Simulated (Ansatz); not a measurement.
Starting cell, LiCl (rock salt):

```
CELL_PARAMETERS angstrom
      0.00000     5.15039     5.15039
      2.57520     2.57520     5.15039
      2.57520     2.57520     0.00000
ATOMIC_POSITIONS crystal
  Cl 0.00000 0.00000 0.00000
  Cl 0.50000 0.00000 0.00000
  Li 0.00000 0.50000 0.50000
  Li 0.50000 0.50000 0.50000
```

A phonon eigenvector at X = (0.5, 0.5, 0.0) is frozen into this cell: atom i moves by Q times the vector below, so Q is the largest atomic displacement, in Å. The cell is held. (q is in reciprocal vectors of the primitive cell; the cell shown is doubled to hold the pattern.)

| atom | x | y | z |
|---|---|---|---|
| Cl1 | 0.000 | 0.000 | -1.000 |
| Cl2 | 0.000 | 0.000 | 1.000 |
| Li3 | 0.000 | 0.000 | 0.057 |
| Li4 | 0.000 | 0.000 | -0.057 |

The numbers are results of PBE (plane waves to 420 eV, PAW, scalar-relativistic; Ansatz, an electronic-structure program), not measurements. k mesh 11×11×11 (Γ-centred), Fermi-Dirac smearing 0.05 eV. E stands for the smeared free energy. LiCl was relaxed with its symmetry unable to fall. ΔE is measured from the undisplaced structure.

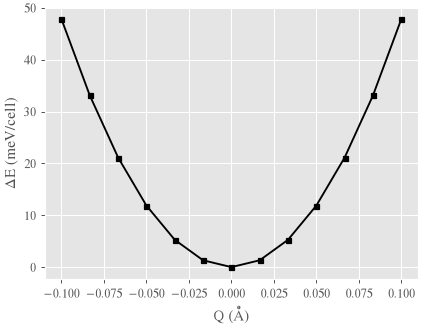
ΔE (meV/cell) against Q (Å); one marker a computed point.

What is the energy change at Q = 0.100 Å?

About 48 meV/cell.

What harmonic wavenumber does the curvature at Q = 0 give?

About 190 cm⁻¹.

(A displaced cell: forces are minus the slopes of the energy, force constants its curvatures, and phonons follow from these.)
